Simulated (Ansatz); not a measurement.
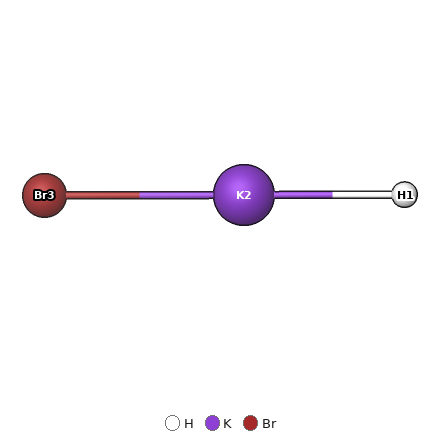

The system is H⁻ + KBr; the picture shows the reference structure. The first coordinate is: distance H1–K2; the second: distance K2–Br3. Nothing is relaxed (the angle H1–K2–Br3 is fixed at 180 degrees). Grid: 17 × 17 points. Energies: kJ/mol, counted from the lowest grid point. The reference is spin-restricted, so regions where a bond is pulled apart into radicals lie too high. Theory: RHF/def2-TZVPD in Ansatz.

Its coordinates:

```xyz
3

H    -2.5220    0.0000    0.0000
K     0.0000    0.0000    0.0000
Br    3.1300    0.0000    0.0000
```

Range: distance H1–K2 from 1.872 to 3.472 Å; distance K2–Br3 from 2.584 to 4.184 Å.

Question: What will the energy surface look like?

Answer: The lowest grid point is at distance H1–K2 = 2.522 Å, distance K2–Br3 = 3.130 Å. It is the only kind of minimum in the scanned range. The highest grid point, distance H1–K2 = 1.872 Å, distance K2–Br3 = 2.584 Å, lies 152 kJ/mol above the lowest. Round the minimum the two coordinates are weakly coupled (coupling 0.10 in units of the two stiffnesses).

| distance K2–Br3 ↓, distance H1–K2 → | 1.872 | 1.979 | 2.136 | 2.319 | 2.522 | 2.740 | 2.973 | 3.217 | 3.472 |
| --- | --- | --- | --- | --- | --- | --- | --- | --- | --- |
| 4.055 | 102 | 73 | 47 | 34 | 33 | 40 | 53 | 69 | 87 |
| 3.805 | 93 | 64 | 37 | 24 | 22 | 28 | 41 | 56 | 73 |
| 3.567 | 85 | 55 | 28 | 14 | 11 | 17 | 29 | 43 | 60 |
| 3.341 | 80 | 50 | 22 | 7 | 3 | 8 | 19 | 33 | 49 |
| 3.130 | 79 | 49 | 20 | 4 | 0 | 4 | 14 | 28 | 42 |
| 2.937 | 88 | 57 | 27 | 11 | 5 | 9 | 18 | 30 | 45 |
| 2.766 | 108 | 76 | 46 | 28 | 22 | 25 | 33 | 45 | 59 |
| 2.628 | 138 | 106 | 76 | 57 | 50 | 52 | 60 | 71 | 84 |

The table holds every second grid line.

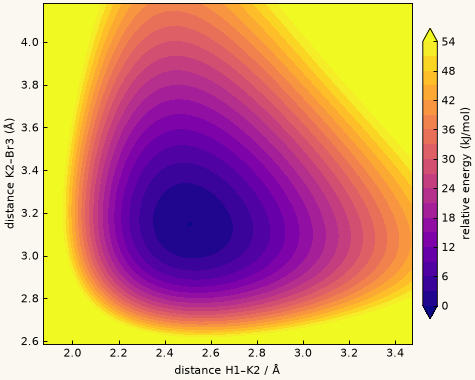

Drawn: filled contours, one colour for all values above the top of the scale. Between grid points the surface is interpolated.

Each point was launched as `ansatz run input.yaml --threads 1 --pin off --max-ram 2560MiB --backend cpu --events-out ev --progress --plain --runs-dir out`. Time for the 289 points that were run: 15 min on 1 thread of Arm Neoverse N1 (shared host).
